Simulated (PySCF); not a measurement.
CuN (triplet)

```xyz
2

Cu    0.0000    0.0000   -0.3305
N     0.0000    0.0000    1.4855
```

⟨S²⟩ = 2.06, above the pure value of 2.00.

All numbers below come from PBE0/def2-TZVPP, non-relativistic Hamiltonian with scalar-relativistic core potentials where named, at a bond length of 1.816 Å in PySCF.

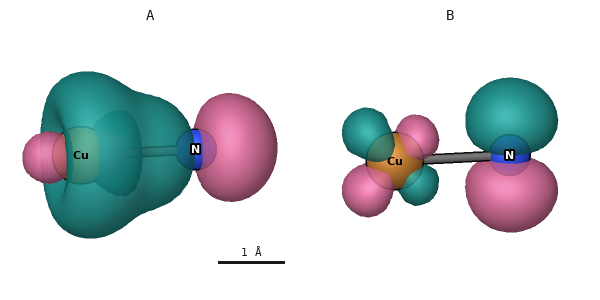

Figure 1. Two frontier α-spin orbitals, each drawn at the value that holds 80 % of its norm (teal and pink are the two phases), in no order; of a degenerate pair one member is drawn.

### Label each orbital by symmetry, say whether it is occupied, and order them by energy.

Orbital B: π, occupied in this spin, −7.69 eV; shared between the atoms (Cu 40 %, N 60 %).
Orbital A: σ, occupied in this spin, −7.14 eV; shared between the atoms (Cu 60 %, N 40 %).

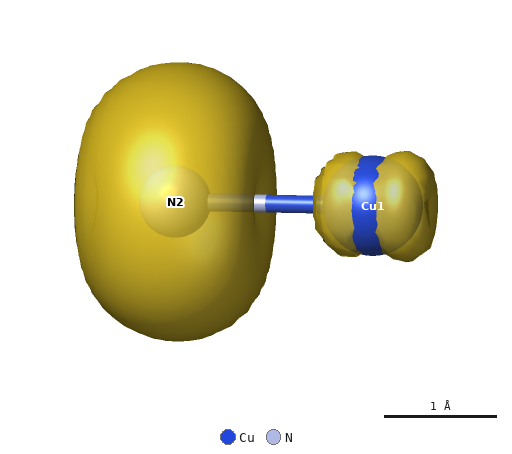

Figure 2. Isosurfaces of the spin density (α minus β) at +0.05 (yellow) and −0.05 e/Å³ (cyan), seen from one side.

### Describe the spin distribution.

The unpaired spin (2 electrons) lies mostly on N2 (about 1.9) and Cu1 (about 0.1), in electrons by Hirshfeld's partition.

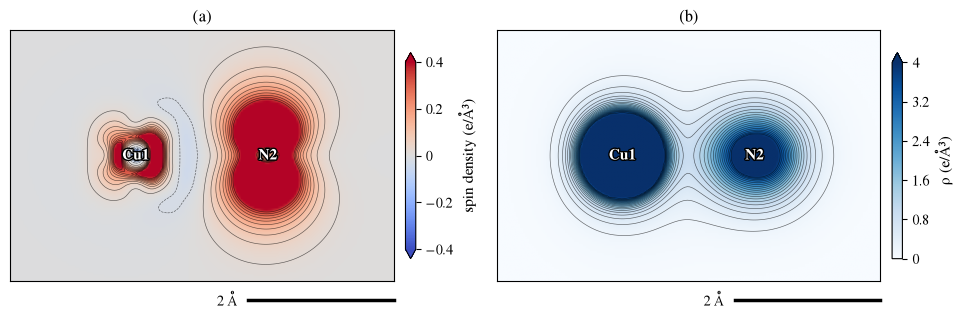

Figure 3. (a) spin density (α minus β); (b) electron density on a plane that holds the molecular axis.

### Interpret the plot.

- The plane passes through Cu and N nuclei.
- Cu–N (1.82 Å): the density is about 0.93 e/Å³ at the midpoint.

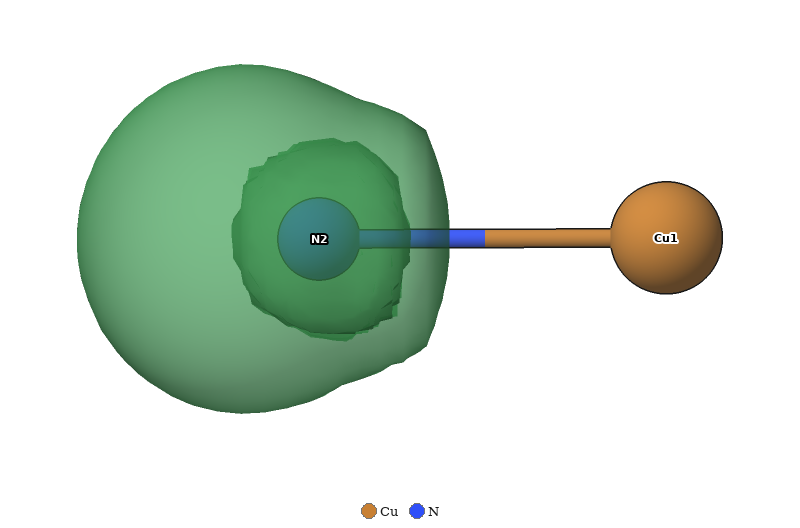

Figure 4. Isosurface of the electron localisation function at 0.8 (green), seen from one side. Only the valence region is drawn (cores and ρ < 0.01 e/Å³ removed).

### Identify the bonds, lone pairs and shells in this picture.

The ELF exceeds this value in one lobe on N, pointing away from the bonds (non-bonding electrons). Along the contacts the grid gives the following. Cu–N (1.82 Å): the ELF peaks at about 0.90 in the valence shell of N, 0.5 Å from its nucleus, and is about 0.30 at the midpoint.
